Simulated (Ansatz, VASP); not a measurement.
# Cross-check of TaSi between VASP and Ansatz, part 2 of 2

Wanted: the spread between two codes on one cell, functional and k mesh. The cell is invented: As first built, before any earlier steps moved the atoms (in the runner's words): it takes the TaC structure with some of its atoms replaced by other elements, volume scaled by an estimate. It may not be a known or stable phase. The cell is taken from a series of VASP runs on this material, whose earlier steps may have relaxed, scaled or displaced it; both programs get it as it stands. Valence electrons are named where the data sets of a main pair hold unlike numbers.

VASP 6.6.1 and Ansatz 0.2.0.

So far: Starting point; VASP: band structure, HSE03.

## Step 3: Ansatz: band structure, HSE03

Level of this step: Ansatz beside VASP: Kohn-Sham DFT, plane waves, HSE03 (Ansatz).

Ansatz runs on its default PAW (the set named soft_2) files.

The same cell, functional, mesh and smearing now go to Ansatz, which takes its cutoff from its data sets.

input.yaml reads:

```yaml
crystal:
  lattice:
    - [0.0, 2.5749683672, 2.5749683672]
    - [2.5749683672, 0.0, 2.5749683672]
    - [2.5749683672, 2.5749683672, 0.0]
  atoms:
    - { symbol: Ta, position: [0.0, 0.0, 0.0] }
    - { symbol: Si, position: [0.5, 0.5, 0.5] }
hamiltonian:
  xc: { exchange: pbe, correlation: pbe, exx: { coeff: 0.25, omega: 0.3 } }
  pseudopotentials: { kind: paw }
kpoints:
  mp_grid: { grid: [5, 5, 5] }
  band_path:
    path:
      - [0.0, 0.0, 0.0]
      - [0.5, 0.0, 0.5]
      - [0.5, 0.22222, 0.72222]
      - [0.40278, 0.34722, 0.75]
      - [0.125, 0.125, 0.25]
      - [0.27778, 0.27778, 0.27778]
      - [0.55556, 0.38889, 0.55556]
      - [0.58333, 0.25, 0.66667]
      - [0.5, 0.30556, 0.69444]
      - [0.48611, 0.48611, 0.52778]
      - [0.625, 0.25, 0.625]
      - [0.5, 0.0, 0.5]
    npoints: 1
scf:
  occupations: { method: gaussian, width: 0.02 }
  n_extra_bands: 7
output:
  forces: true
  stress: true
  eigenvalues: true
```

Started as:

```console
ansatz run input.yaml --threads 4 --pin off --max-ram 9216MiB --backend cpu --events-out ev --progress --plain --runs-dir out
```

Numbers of over 12 decimals in the logs are rounded to 6 here.

Output:

```text
Warning: output.stress: scf.convergence.dr2_threshold = 1e-7 eV (the SCF's general default) is looser than the 2e-10 eV advised for a printed stress (1e-10 eV for each atom of the cell: 2). What an SCF threshold leaves in a stress goes as its square root, and in the free energy as the threshold itself, and one threshold admits the most on a small cell: [figures from the program's tests cut] Set scf.convergence.dr2_threshold to 2e-10 eV or tighter. The threshold is an SCF's pass mark: one that does not reach it within its budget of iterations ends unconverged, or closes short of it on a stop that the run arms, and scf.convergence.dr2_threshold's page says what that costs each kind of run
Warning: output.stress: scf.exx.energy_threshold = 1e-6 eV is looser than the 2e-8 eV advised for a stress under a hybrid functional (1e-8 eV for each atom of the cell: 2). Every SCF of the exchange loop can meet its threshold on dr2 while the loop round them stops early: no threshold on dr2 bounds what that leaves in the stress. Set scf.exx.energy_threshold to 2e-8 eV or tighter. The threshold is the loop's pass mark: a loop that does not reach it within its budget of cycles ends unconverged, and scf.exx.energy_threshold's page has the law
scf.n_extra_bands = 7 over 9 filled bands (N_el = 17.0): the run solves 16 bands
Engine: ansatz 0.2.0, aarch64-unknown-linux-gnu
Pseudopotentials: kind: paw
Pseudopotential: Ta, paw, valence charge 13, recommended cutoff 420 eV (normal), Ta.paw.azcp
Pseudopotential: Si, paw, valence charge 4, recommended cutoff 420 eV (normal), Si.paw.azcp
Functional definition: unnamed
  parameter a_1 = 0.25
  parameter omega_1 = 0.3/angstrom
  exchange = pbe_x + (-a_1)*pbe_x_sr(omega_1) + a_1*exact_x_sr(omega_1)
  correlation = pbe_c
Crystal: 2 atoms, lattice volume = 34.146 Å³
Basis set: ecut = 420 eV, 645 PW (Γ), exchange–correlation on 50×50×50 points (8 copies of the dense FFT grid, shifted against one another)
Bands: 16, of which v1, the nominal top of the filled ones, is band 9 counted from 1 (8 counted from 0)
Symmetry: 48 space group operations
Space group: Fm-3m (ITA 225), of the structure as read, at distance tolerance 3.2e-5 Å
k-points: 10 of 125
Non-local potential: Ta, projectors of the file, l = 0: 3, l = 1: 2, l = 2: 2, l = 3: 1
Non-local potential: Si, projectors of the file, l = 0: 2, l = 1: 2, l = 2: 2
PAW form: soft (Blöchl's): semilocal exchange-correlation on the pseudo side does not see the compensation charge
PAW frozen core: Ta, regenerated for the run's functional, and the local potential with it (the file was generated under x = pbe(κ = 0.804, μ = 0.219515), c = pbe(β = 0.066725))
PAW frozen core: Si, regenerated for the run's functional, and the local potential with it (the file was generated under x = pbe(κ = 0.804, μ = 0.219515), c = pbe(β = 0.066725))
PAW one-centre angular grid: Ta, 590 points (default); XC on 64 Gauss nodes
PAW one-centre angular grid: Si, 110 points (default); XC on 64 Gauss nodes
Initial density: superposition of atomic densities (neutral atoms: chi_scale 0, normalization atom), corrected by the library's trained network
Initial wavefunctions: pseudopotential atomic-orbital guess
Functional: x = pbe(κ = 0.804, μ = 0.219515), c = pbe(β = 0.066725), warm-up for x = pbe(κ = 0.804, μ = 0.219515) + 0.25 (exact − pbe) at short range (hse, ω = 0.3 Å⁻¹), c = pbe(β = 0.066725)
SCF iter   1: F=—  HF=-10568.208356 eV  |F-HF|=—  |Δ(HF+E_count)|=         —  Δρ=1.33e-2  dr2=1.13e-1  ethr=1.77e-3  ⟨swp⟩=8.8  Hψ=733  notcnv=0
preconditioner: auto → none  [insulator: Δε(μ)=0.224 eV  Ē_g=9.900 eV  σ=0.020 eV  W_gap=0.91  n_scr=8 (ndim 8)  ℏωp=19.1 eV  f_vac=0.000  D(μ)=7.20/eV (n_scr^D=136)]
SCF iter   2: F=—  HF=-10568.181436 eV  |F-HF|=—  |Δ(HF+E_count)|=   2.69e-2  Δρ=6.60e-3  dr2=2.72e-2  ethr=6.65e-4  ⟨swp⟩=2.9  Hψ=329  notcnv=0
iter 3 solved again at ethr=1.03e-6 eV; its pass at ethr=1.60e-4 eV (dr2=1.76e-4 eV) is discarded
SCF iter   3: F=—  HF=-10568.173527 eV  |F-HF|=—  |Δ(HF+E_count)|=   7.91e-3  Δρ=8.52e-4  dr2=1.88e-4  ethr=1.03e-6  ⟨swp⟩=3.0  Hψ=705  notcnv=0
SCF iter   4: F=—  HF=-10568.173508 eV  |F-HF|=—  |Δ(HF+E_count)|=   1.86e-5  Δρ=1.58e-4  dr2=4.20e-6  ethr=1.03e-6  ⟨swp⟩=2.1  Hψ=250  notcnv=0
SCF iter   5: F=—  HF=-10568.173507 eV  |F-HF|=—  |Δ(HF+E_count)|=   1.56e-6  Δρ=1.85e-5  dr2=4.18e-8  ethr=2.47e-8  ⟨swp⟩=3.3  Hψ=335  notcnv=0
SCF iter   6: F=—  HF=-10568.173507 eV  |F-HF|=—  |Δ(HF+E_count)|=   3.19e-8  Δρ=1.91e-6  dr2=9.83e-10  ethr=2.46e-10  ⟨swp⟩=3.0  Hψ=295  notcnv=0
SCF iter   7: F=-10568.173507 eV  HF=-10568.173507 eV  |F-HF|=2.91e-11  |Δ(HF+E_count)|=  3.17e-10  Δρ=4.34e-7  dr2=6.08e-11  ethr=5.78e-12  ⟨swp⟩=3.0  Hψ=322  notcnv=0
SCF 1 converged in 7 iterations: F = -10568.173507 eV  dr2 = 6.08e-11
  greatest PAW one-centre occupation: 0.998 electrons in one spin orbital (limit 2), on the Ta atom at site 0 (counted from 0), in its partial waves of l = 0
Initial density: handed on by an earlier stage of this run
Initial wavefunctions: those handed on with the density
Functional: x = pbe(κ = 0.804, μ = 0.219515) + 0.25 (exact − pbe) at short range (hse, ω = 0.3 Å⁻¹), c = pbe(β = 0.066725)
Exchange kernel: α = 0.2500, screened, ω = 0.3000 Å⁻¹, Wigner–Seitz truncation, v(0) = 502.6085 eV·Å³, q-mesh 5×5×5, nearest image of the exchange supercell L = 18.21 Å, pair-density grid 15×15×15, without the augmentation charges, whose exchange is taken in its separable form by FFT convolution over the k-point mesh (sized by the pseudopotential files, 20×20×20 at the most), smooth part of the exact exchange by density-matrix convolution
Frozen-core exchange: fock
iter 1 solved again at ethr=9.71e-5 eV; its pass at ethr=1.00e-1 eV (dr2=1.65e-2 eV) is discarded
SCF iter   1: F=—  HF=-10569.210259 eV  |F-HF|=—  |Δ(HF+E_count)|=         —  Δρ=5.95e-3  dr2=1.83e-2  ethr=9.71e-5  ⟨swp⟩=3.8  Hψ=705  notcnv=0
preconditioner: auto → none  [insulator: Δε(μ)=0.148 eV  Ē_g=10.876 eV  σ=0.020 eV  W_gap=0.85  n_scr=8 (ndim 8)  ℏωp=19.1 eV  f_vac=0.000  D(μ)=6.22/eV (n_scr^D=112)]
SCF iter   2: F=—  HF=-10569.205163 eV  |F-HF|=—  |Δ(HF+E_count)|=   5.10e-3  Δρ=1.89e-3  dr2=1.13e-3  ethr=9.71e-5  ⟨swp⟩=3.1  Hψ=413  notcnv=0
SCF iter   3: F=—  HF=-10569.204768 eV  |F-HF|=—  |Δ(HF+E_count)|=   3.95e-4  Δρ=8.65e-4  dr2=1.54e-4  ethr=6.39e-6  ⟨swp⟩=3.0  Hψ=284  notcnv=0
SCF iter   4: F=—  HF=-10569.204740 eV  |F-HF|=—  |Δ(HF+E_count)|=   2.71e-5  Δρ=3.06e-4  dr2=1.79e-5  ethr=8.29e-7  ⟨swp⟩=2.6  Hψ=258  notcnv=0
SCF iter   5: F=-10569.204739 eV  HF=-10569.204739 eV  |F-HF|=2.00e-7  |Δ(HF+E_count)|=   1.47e-6  Δρ=5.07e-5  dr2=4.84e-7  ethr=9.46e-8  ⟨swp⟩=3.0  Hψ=295  notcnv=0
SCF 2 stopped early in 5 iterations: F = -10569.204739 eV  dr2 = 4.84e-7
  greatest PAW one-centre occupation: 0.997 electrons in one spin orbital (limit 2), on the Ta atom at site 0 (counted from 0), in its partial waves of l = 0
hybrid outer 1: dexx = +2.125e-3 eV, tail = 7.07e-6 eV
Exchange kernel: α = 0.2500, screened, ω = 0.3000 Å⁻¹, Wigner–Seitz truncation, v(0) = 502.6085 eV·Å³, q-mesh 5×5×5, nearest image of the exchange supercell L = 18.21 Å, pair-density grid 15×15×15, without the augmentation charges, whose exchange is taken in its separable form by FFT convolution over the k-point mesh (sized by the pseudopotential files, 20×20×20 at the most), smooth part of the exact exchange by density-matrix convolution
Frozen-core exchange: fock
SCF iter   1: F=—  HF=-10569.204782 eV  |F-HF|=—  |Δ(HF+E_count)|=         —  Δρ=7.64e-5  dr2=7.07e-7  ethr=2.08e-7  ⟨swp⟩=4.2  Hψ=459  notcnv=0
preconditioner: auto → none  [insulator: Δε(μ)=0.101 eV  Ē_g=10.852 eV  σ=0.020 eV  W_gap=0.85  n_scr=8 (ndim 8)  ℏωp=19.1 eV  f_vac=0.000  D(μ)=6.21/eV (n_scr^D=112)]
SCF iter   2: F=—  HF=-10569.204782 eV  |F-HF|=—  |Δ(HF+E_count)|=   2.27e-7  Δρ=3.53e-5  dr2=1.46e-7  ethr=4.10e-9  ⟨swp⟩=2.3  Hψ=254  notcnv=0
SCF iter   3: F=—  HF=-10569.204782 eV  |F-HF|=—  |Δ(HF+E_count)|=   6.37e-8  Δρ=4.98e-6  dr2=1.58e-8  ethr=8.55e-10  ⟨swp⟩=3.1  Hψ=293  notcnv=0
SCF iter   4: F=-10569.204782 eV  HF=-10569.204782 eV  |F-HF|=2.47e-10  |Δ(HF+E_count)|=   5.73e-9  Δρ=1.42e-6  dr2=4.36e-10  ethr=8.71e-11  ⟨swp⟩=3.1  Hψ=294  notcnv=0
SCF 3 converged in 4 iterations: F = -10569.204782 eV  dr2 = 4.36e-10
  Residual-converged pass: ⟨swp⟩=3.0  Hψ=278  notcnv=0  max |occ|·‖R‖ = 2.4e-6 eV (tolerance 2.4e-6 eV)  dr2=4.57e-10  dr2_onsite=4.19e-11  max |Δocc| = 2.2e-16
hybrid outer 2: dexx = +1.830e-7 eV, tail = 5.78e-9 eV, Δε = 8.93e-4 eV (about 2.48e-5 eV left of the loop's levels)
NSCF: frozen V_eff on 12 k-points
hybrid SCF converged: 2 outer / 9 inner (+7 warm-up), last move |dexx| = 1.83e-7 eV, tail = 5.78e-9 eV
Stability not checked: this state was not tested for a lower state beside it, because the functional holds exact exchange (a hybrid, or Hartree-Fock), whose exchange loop this test does not read (fock_operator; see scf.lower_state_search)
Free energy (F): -10569.204782 eV
Frozen-core exchange: fock
Harris-Foulkes:  -10569.204782 eV  (|F-HF|=2.47e-10)
Internal energy: -10569.203539 eV  (E = F + TS)
E sigma→0 (E₀):  -10569.204161 eV
Entropy (-TS):   -0.001243 eV (-0.621 meV/atom)
Fermi energy:    14.228580 eV
--- Per-component energies (eV) ---
  E_band       = -164.628591
  E_kinetic    = 405.151678
  E_local      = -750.943555  (includes V_loc(G=0)·N_el)
  E_nonlocal   = 42.718933
  E_hartree    = 265.303958
  E_xc         = -223.029229
  E_vxc        = -203.379412  (∫ρ·V_xc dr)
  E_exx        = -38.602099  (= α·E_x^exact, valence–valence)
  E_paw        = -8922.130261  (= ΣΔE_a)
  E_vpaw       = -111.579954  (= ΣTr[D̂ρ^β])
  E_aug_tail   = 0.000127  (compensation charges beyond the density's cutoff)
  E_ewald      = -1344.260752
  E_core_change = -3.412340  (= ΣΔE_core)
  E_smearing   = -0.001243  (= −TS)
  E_closure    = 0.000001  (closes the sum)
  Σ components = -10569.204782   (vs F -10569.204782, Δ=0.00e0)
--- Forces (eV/Å), atoms counted from 1 ---
  atom   1  Ta    -0.00000000     0.00000000     0.00000000
  atom   2  Si    -0.00000000    -0.00000000    -0.00000000
  max |Σ_I F_I| component: 1.40e-30 eV/Å
--- Stress (GPa, compression-positive) ---
       -2.681991       0.000000       0.000000
        0.000000      -2.681991      -0.000000
       -0.000000       0.000000      -2.681991
  P = ⅓ Tr σ = -2.6820 GPa (-26.820 kbar)
--- Band table (eV; the first three rows and the last of 10) ---
  k-point 0: bands = [... 5 lower, 13.2251, 13.2251, 13.2251, 13.8719, 13.8719, 17.0065, 17.0065, 17.0065, ... 3 higher]
  k-point 1: bands = [... 5 lower, 11.5044, 12.2289, 12.2289, 14.1567, 14.1567, 16.5550, 19.4723, 19.4723, ... 3 higher]
  k-point 2: bands = [... 5 lower, 8.2858, 10.9537, 10.9537, 16.0562, 16.0562, 16.9506, 20.0352, 21.9749, ... 3 higher]
  k-point 9: bands = [... 5 lower, 9.2175, 10.3675, 11.2572, 15.5526, 16.0897, 17.1011, 17.9863, 19.8709, ... 3 higher]
```

Elapsed: 15 s, on 4 threads of Arm Neoverse V2, shared host; peak memory 0.7 GiB; 49 s of CPU time.

Reading the cycles: dr2 is the Hartree energy of the density residual (eV), the measure of convergence; HF is the Harris–Foulkes estimate of the energy, which meets the free energy F at convergence.

## Step 4: Differences

Known differences besides the potentials themselves: exact exchange at q = 0 is treated differently, which shows on coarse meshes; VASP keeps PBE cores, Ansatz makes them for the functional; the data sets hold 17 valence electrons in Ansatz (on its default PAW (the set named soft_2) files) and 15 in VASP; the cutoff is 420 eV in Ansatz and 400 eV in VASP; VASP takes a coarser grid for exact exchange (PRECFOCK = Fast). Total energies have different zeros and are not compared.

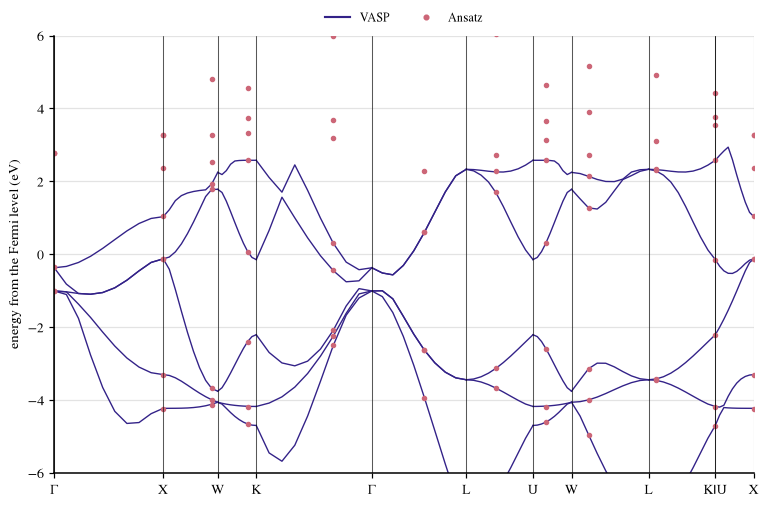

Bands from VASP (lines) and levels from Ansatz (dots). Dots without a line are higher empty bands that the VASP plot leaves out.

Levels from 3 eV below to 2 eV above the Fermi level differ by 10 meV r.m.s. and 20 meV at most; each VASP level is matched to the nearest of Ansatz, which flatters the figure a little.

## Step 5: What came out

| Item | Value |
| --- | --- |
| r.m.s. difference of levels near the Fermi level (band structure, HSE03) | 9.7 meV |

**Reading.** The r.m.s. difference of levels near the Fermi level is 9.7 meV (band structure, HSE03), within the 80 meV picked in this series as the mark of a large difference. The data sets hold unlike numbers of valence electrons (17 in Ansatz and 15 in VASP), so part of the differences comes from the potentials. Such differences can come from data sets, numerical settings and the points named under the comparisons, not from the functional's error against experiment.

[Lines on the potential files, build, host, timing and source positions are cut from VASP's logs without a mark.]

[Logs are printed without paths, hosts, clocks, repeated set-up lines and the standing remarks that a program may print on its own settings, such as how far it seeks lower states.]

[Hosts, paths, dates, database ids (printed as entryN), source tags and the programs' standing remarks are cut or masked in the printed files.]
